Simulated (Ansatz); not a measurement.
The starting structures come from a database of crystals and need not be the phases stable at ambient conditions.

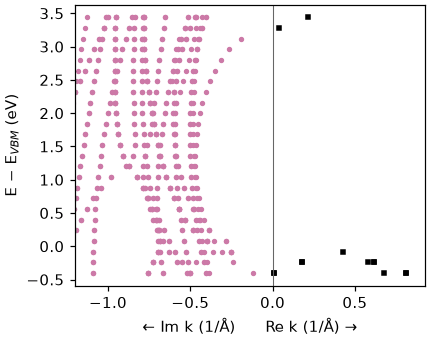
Figure. Complex bands at the centre of the two-dimensional zone; r2SCAN run with Ansatz (a program for electronic structure)

The gap is the functional's own. No spin-orbit coupling. Mid-gap values are interpolated on the energy grid.

Task: This is YVO4 (I4_1/amd, not sure to be the ambient phase, 12 atoms a cell, 13.4 Å³ an atom) along the normal of (001). Read off the slowest decay at the centre of the two-dimensional zone at 1.68 eV, the computed energy nearest the middle of the gap.

Result: κ ≈ 0.46 1/Å, a decay length 1/(2κ) of the density of 1.1 Å.
